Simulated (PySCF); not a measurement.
C5H8O2Si, SMILES C#CC[SiH2]C(=O)OC at its GFN2-xTB optimised geometry (Å):

```
16

C      2.0919    -3.0133     0.0774
C      1.6538    -1.9001     0.0414
C      1.1175    -0.5623     0.0000
Si    -0.7919    -0.5623     0.0000
C     -1.3730     1.2675     0.0000
O     -2.4847     1.6405    -0.2818
O     -0.3979     2.1023     0.3840
C     -0.7216     3.4866     0.4569
H      2.4847    -3.9852     0.1066
H      1.4916    -0.0059     0.8635
H      1.4979    -0.0610    -0.8945
H     -1.3201    -1.1868     1.2168
H     -1.3448    -1.2077    -1.1917
H      0.1448     3.9852     0.8839
H     -1.6019     3.6326     1.0858
H     -0.9354     3.8749    -0.5409
```

Method: PBE/def2-TZVP (PySCF). Cells within 0.4 Å of a nucleus heavier than hydrogen are left out (blank, or x).

Map of the log10 of the electron density (e/bohr³), floored at −4 on the plane z = 0.8 Å:

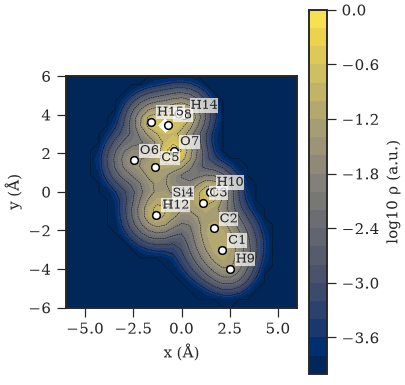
*Log10 of the electron density (e/bohr³), floored at −4 on the plane z = 0.8 Å.*
